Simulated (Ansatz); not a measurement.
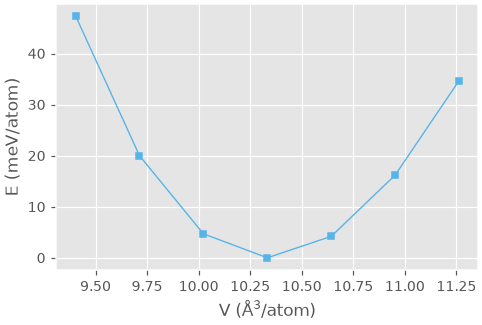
BP (NiAs type, space group No. 194) under volume change, DFT-PBE in the program Ansatz with PAW potentials, shape and atoms relaxed at each volume.

Task: What does a third-order Birch–Murnaghan fit give for V₀, B₀ and B′?

Result: V₀ = 10.33 Å³/atom, B₀ = 154 GPa, B′ = 4.1.

Space group P6_3/mmc (NiAs type). The cell is a constructed one: a structure type filled with these elements; neither database checked (COD, Materials Project) lists it. It is not the phase usual at ambient conditions (space group No. 216). The cell was relaxed with PBE under the symmetry of its start; its stability against distortions is not shown here.

Potentials: the earlier of the program's two PAW sets.
